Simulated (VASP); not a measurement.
Band structure of Ga4As3P (ordered alloy cell). These are PBEsol GGA, VASP's PBE PAW potentials (set 64) (plane waves; VASP 6.6.1) values and carry that method's errors.

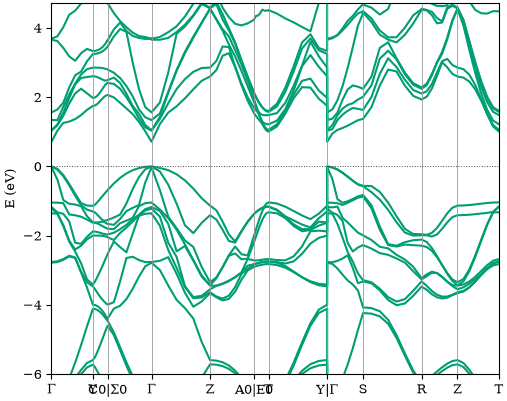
Figure: Bands along high-symmetry lines, zero at the valence-band maximum or, without a gap, the Fermi level

**Question.** Read the plot: is there a gap, and where are the band edges?

**Answer.** The gap is direct, 0.71 eV, from the valence maximum at Γ to the conduction minimum at Γ. (Edges off the drawn lines would not show.)

The structure was generated: Ga4As3P was put into an ordered model structure (Amm2), which need not be its known phase. It was relaxed first.
